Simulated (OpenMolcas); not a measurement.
# Mo⁺: CASSCF and CASPT2 terms and fine-structure levels, part 2 of 2

Wanted: the level scheme of Mo⁺ from active-space wave functions, then second-order correlation under several settings.

OpenMolcas 26.06; ANO-RCC-VTZP, DKH2, active space 5 electrons in 11 orbitals (4d 5s 5d), orbitals: ground spin, each parity. The steps go on from the part before.

### 8 CASPT2: IPEA 0, imaginary shift 0.1 (closed shells correlated: 4s 4p)

a.inp

```
>>> COPY JOB001 $Project.JobIph
&CASPT2
Multistate=6 1 2 3 4 5 6
Frozen=8 6
IPEA=0.0
Imaginary=0.1
MaxIter=60
WThr=0.0 0.3 0.05
PrWF=0.5
NoMix
>>> COPY JOB002 $Project.JobIph
&CASPT2
Multistate=17 1 2 3 4 5 6 7 8 9 10 11 12 13 14 15 16 17
Frozen=8 6
IPEA=0.0
Imaginary=0.1
MaxIter=60
WThr=0.0 0.3 0.05
PrWF=0.5
NoMix
```

Log:

```text
Orbital specifications:
      -----------------------

      Symmetry species                           1   2
                                                ag  au
      Frozen orbitals                            8   6
      Inactive orbitals                          1   3
      Active orbitals                           11   0
      Secondary orbitals                        16  23
      Deleted orbitals                           0   0
      Number of basis functions                 36  32
Type of calculation                        MS-CASPT2
      Fock operator                              state-specific
      IPEA shift                                 0.00
      Real shift                                 0.00
      Imaginary shift                            0.10
      The input orbitals will be transformed to quasi-canonical
Reference energy:       -4045.4831995525
      E2 (Non-variational):      -0.3630347055
      Shift correction:          -0.0002760550
      E2 (Variational):          -0.3633107606
      Total energy:           -4045.8465103131
      Residual norm:              0.0000006816
      Reference weight:           0.92353
      Contributions to the CASPT2 correlation energy
      Active & Virtual Only:         -0.0532739264
      One Inactive Excited:          -0.1827909634
      Two Inactive Excited:          -0.1269698158
Reference energy:       -4045.4231254712
      E2 (Non-variational):      -0.3631167909
      Shift correction:          -0.0002818971
      E2 (Variational):          -0.3633986880
      Total energy:           -4045.7865241592
      Residual norm:              0.0000009851
      Reference weight:           0.92117
      Contributions to the CASPT2 correlation energy
      Active & Virtual Only:         -0.0503392829
      One Inactive Excited:          -0.1760899361
      Two Inactive Excited:          -0.1366875719
::    CASPT2 Root  1     Total energy:  -4045.84651031
::    CASPT2 Root  2     Total energy:  -4045.78652416
::    CASPT2 Root  3     Total energy:  -4045.78652745
::    CASPT2 Root  4     Total energy:  -4045.78652341
::    CASPT2 Root  5     Total energy:  -4045.78652899
::    CASPT2 Root  6     Total energy:  -4045.78652431
::    MS-CASPT2 Root  1     Total energy:  -4045.84651084
::    MS-CASPT2 Root  2     Total energy:  -4045.78653100
::    MS-CASPT2 Root  3     Total energy:  -4045.78652762
::    MS-CASPT2 Root  4     Total energy:  -4045.78652559
::    MS-CASPT2 Root  5     Total energy:  -4045.78652302
::    MS-CASPT2 Root  6     Total energy:  -4045.78652058
Orbital specifications:
      -----------------------

      Symmetry species                           1   2
                                                ag  au
      Frozen orbitals                            8   6
      Inactive orbitals                          1   3
      Active orbitals                           11   0
      Secondary orbitals                        16  23
      Deleted orbitals                           0   0
      Number of basis functions                 36  32
Type of calculation                        MS-CASPT2
      Fock operator                              state-specific
      IPEA shift                                 0.00
      Real shift                                 0.00
      Imaginary shift                            0.10
      The input orbitals will be transformed to quasi-canonical
Reference energy:       -4045.3946420471
      E2 (Non-variational):      -0.3753957080
      Shift correction:          -0.0003281656
      E2 (Variational):          -0.3757238736
      Total energy:           -4045.7703659207
      Residual norm:              0.0000006695
      Reference weight:           0.91850
      Contributions to the CASPT2 correlation energy
      Active & Virtual Only:         -0.0617293529
      One Inactive Excited:          -0.1863243305
      Two Inactive Excited:          -0.1273420246
Reference energy:       -4045.3946420471
      E2 (Non-variational):      -0.3753460669
      Shift correction:          -0.0003271097
      E2 (Variational):          -0.3756731766
      Total energy:           -4045.7703152237
      Residual norm:              0.0000006721
      Reference weight:           0.91854
      Contributions to the CASPT2 correlation energy
      Active & Virtual Only:         -0.0616982958
      One Inactive Excited:          -0.1863054078
      Two Inactive Excited:          -0.1273423633
::    CASPT2 Root  1     Total energy:  -4045.77036592
::    CASPT2 Root  2     Total energy:  -4045.77031522
::    CASPT2 Root  3     Total energy:  -4045.77035026
::    CASPT2 Root  4     Total energy:  -4045.77038475
::    CASPT2 Root  5     Total energy:  -4045.77036745
::    CASPT2 Root  6     Total energy:  -4045.77036119
::    CASPT2 Root  7     Total energy:  -4045.77036657
::    CASPT2 Root  8     Total energy:  -4045.77034813
::    CASPT2 Root  9     Total energy:  -4045.77034244
::    CASPT2 Root 10     Total energy:  -4045.76670675
::    CASPT2 Root 11     Total energy:  -4045.76670675
::    CASPT2 Root 12     Total energy:  -4045.76670674
::    CASPT2 Root 13     Total energy:  -4045.76654902
::    CASPT2 Root 14     Total energy:  -4045.76655198
::    CASPT2 Root 15     Total energy:  -4045.76654128
::    CASPT2 Root 16     Total energy:  -4045.76653412
::    CASPT2 Root 17     Total energy:  -4045.76653340
::    MS-CASPT2 Root  1     Total energy:  -4045.77043946
::    MS-CASPT2 Root  2     Total energy:  -4045.77039653
::    MS-CASPT2 Root  3     Total energy:  -4045.77037692
::    MS-CASPT2 Root  4     Total energy:  -4045.77036976
::    MS-CASPT2 Root  5     Total energy:  -4045.77035601
::    MS-CASPT2 Root  6     Total energy:  -4045.77034778
::    MS-CASPT2 Root  7     Total energy:  -4045.77033578
::    MS-CASPT2 Root  8     Total energy:  -4045.77032955
::    MS-CASPT2 Root  9     Total energy:  -4045.77028059
::    MS-CASPT2 Root 10     Total energy:  -4045.76670673
::    MS-CASPT2 Root 11     Total energy:  -4045.76670672
::    MS-CASPT2 Root 12     Total energy:  -4045.76670670
::    MS-CASPT2 Root 13     Total energy:  -4045.76662011
```

This run took 7.6 min in all on 1 thread, shared host.

SS-CASPT2: lowest energy less the reference's lowest, -0.3633 hartree; reference weights 0.914 to 0.924. These are the single-state energies of the run (the lines without MS-).

The roots that group into whole terms:

```
configuration  term  E (cm⁻¹)  spread (cm-1)
          4d⁵    ⁶S       0.0              0
       4d⁴ 5s    ⁶D     13170              1
          4d⁵    ⁴G     16710             15
          4d⁵    ⁴P     17510              0
          4d⁵    ⁴D     17550              4
```

Fine-structure levels, from the RASSI matrix with the averaged CASPT2 term energies on its diagonal:

| Configuration | Term | J | E (cm⁻¹) | g | Leading % | Second |
| --- | --- | --- | --- | --- | --- | --- |
| 4d⁵ | ⁶S | 5/2 | 0.0 | 2.001 | 100 |  |
| 4d⁴ 5s | ⁶D | 1/2 | 12240 | 3.332 | 99 |  |
| 4d⁴ 5s | ⁶D | 3/2 | 12460 | 1.868 | 99 |  |
| 4d⁴ 5s | ⁶D | 5/2 | 12820 | 1.658 | 100 |  |
| 4d⁴ 5s | ⁶D | 7/2 | 13310 | 1.589 | 100 |  |
| 4d⁴ 5s | ⁶D | 9/2 | 13920 | 1.557 | 100 |  |
| 4d⁵ | ⁴G | 5/2 | 16710 | 0.570 | 100 |  |
| 4d⁵ | ⁴D | 3/2 | 16740 | 1.432 | 57 | 43 ⁴P |
| 4d⁵ | ⁴G | 7/2 | 16740 | 0.984 | 100 |  |
| 4d⁵ | ⁴G | 9/2 | 16790 | 1.172 | 100 |  |
| 4d⁵ | ⁴G | 11/2 | 16860 | 1.273 | 100 |  |
| 4d⁵ | ⁴D | 1/2 | 16890 | 1.021 | 62 | 38 ⁴P |
| 4d⁵ | ⁴D | 5/2 | 16930 | 1.468 | 58 | 41 ⁴P |
| 4d⁵ | ⁴P | 1/2 | 17660 | 1.654 | 61 | 38 ⁴D |
| 4d⁵ | ⁴D | 7/2 | 17920 | 1.430 | 100 |  |
| 4d⁵ | ⁴P | 3/2 | 18100 | 1.504 | 56 | 43 ⁴D |
| 4d⁵ | ⁴P | 5/2 | 18490 | 1.507 | 58 | 42 ⁴D |

### 9 Levels by method

A. CASSCF
B. SS-CASPT2, IPEA 0.25, imaginary shift 0.1 (closed shells correlated: 4s 4p)
C. SS-CASPT2, IPEA 0, imaginary shift 0.1 (closed shells correlated: 4s 4p)

Energies in cm⁻¹ above each method's lowest level; measured values from NIST Handbook of Basic Atomic Spectroscopic Data.

```
        level      A      B      C  measured
   4d⁵ ⁶S_5/2    0.0    0.0    0.0       0.0
4d⁴ 5s ⁶D_1/2  12265  12130  12240     11783
4d⁴ 5s ⁶D_3/2  12478  12350  12460     12034
4d⁴ 5s ⁶D_5/2  12830  12700  12820     12417
4d⁴ 5s ⁶D_7/2  13317  13190  13310     12900
4d⁴ 5s ⁶D_9/2  13930  13810  13920     13461
   4d⁵ ⁴G_5/2  19416  16920  16710     15199
   4d⁵ ⁴G_7/2  19455  16960  16740     15331
   4d⁵ ⁴G_9/2  19505  17010  16790     15428
  4d⁵ ⁴G_11/2  19566  17070  16860     15447
   4d⁵ ⁴D_3/2  19777  17140  16740          
   4d⁵ ⁴D_1/2  19920  17290  16890          
   4d⁵ ⁴D_5/2  19960  17330  16930          
   4d⁵ ⁴P_1/2  20690  18060  17660          
   4d⁵ ⁴D_7/2  20963  18340  17920          
   4d⁵ ⁴P_3/2  21135  18500  18100          
   4d⁵ ⁴P_5/2  21522  18890  18490
```

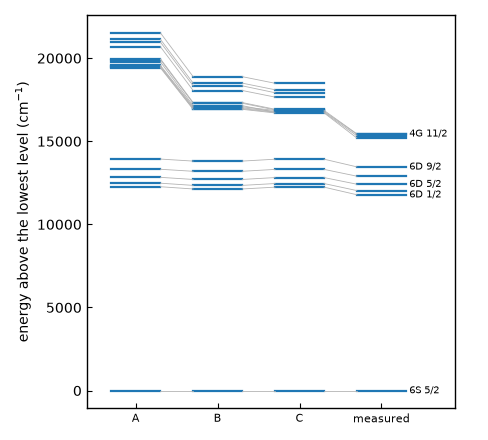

The same levels, method by method, beside the measured ones.

Mean absolute deviation from the 9 measured excited levels that all methods hold: A 2100 cm⁻¹, B 910 cm⁻¹, C 870 cm⁻¹.

### 10 What came out

This closing draws on all 2 parts.

| quantity | value |
| --- | --- |
| method | SS-CASPT2, IPEA 0.25, imaginary shift 0.1 (closed shells correlated: 4s 4p) |
| lowest level | 4d⁵ ⁶S_5/2, 100 % of that term, g = 2.001 |
| ground level listed by NIST | 6S5/2 |
| first excited level | 4d⁴ 5s ⁶D_1/2 at 12130 cm⁻¹ |
| spin-orbit lowering of the lowest level | 73.0 cm⁻¹ |
| strongest of the lines computed, by gA (one parity, so forbidden lines), at SS-CASPT2 energies | 4d⁴ 5s ⁶D_9/2 → 4d⁵ ⁶S_5/2, 724.2 nm, A = 3.35e-01 s⁻¹ |

Cost and accuracy by method:

```
                                              method  time of its own steps  time with the reference  mean absolute difference from the measured levels (cm-1)
                                           A. CASSCF                6.8 min                  6.8 min                                                      2100
B. SS-CASPT2, IPEA 0.25, imaginary shift 0.1, +4s 4p                8.5 min                   15 min                                                       910
   C. SS-CASPT2, IPEA 0, imaginary shift 0.1, +4s 4p                7.6 min                   14 min                                                       870
```

Times are of one thread on a shared host.

What this shows: Second-order correlation (method B) scales the levels of the lowest configuration above 5000 cm⁻¹ by 0.87. Method C lies closest to the measured levels (870 cm⁻¹ on average) and A farthest (2100). Only the configurations of the active space and the roots asked for are present. The quartets rest on orbitals optimised for another spin in at least one step, which raises them against the optimised states. Not all states of the active space went into the spin-orbit step. CASPT2 does not keep the components of a term degenerate, and the means are used. The levels of the extra active shells were not computed. Levels of other configurations are missing from the list.
